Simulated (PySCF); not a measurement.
Zn(Me)(SH), SMILES [SH][Zn][CH3] at its B3LYP/def2-SVP optimised geometry (Å):

```
7

Zn     0.0447     0.1283     0.0000
C     -1.9055     0.1561     0.0140
H     -2.3071    -0.6746     0.6162
H     -2.3081     0.0671    -1.0077
H     -2.2749     1.1005     0.4456
S      2.2503     0.1283     0.0000
H      2.3081    -1.1005    -0.5700
```

Level of theory: PySCF 2.14.0 with B3LYP/def2-TZVP. Cells within 0.4 Å of a nucleus heavier than hydrogen are left out (blank, or x).

Map of the electron localisation function on the plane z = 0.0 Å:

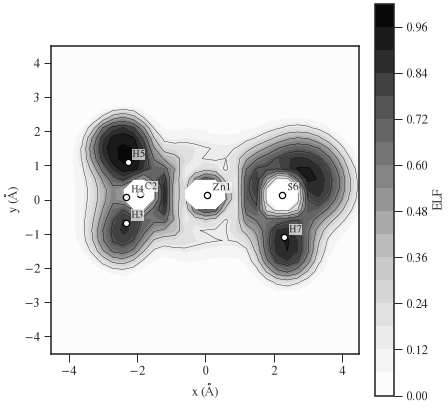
Fig. 1. Electron localisation function on the plane z = 0.0 Å.
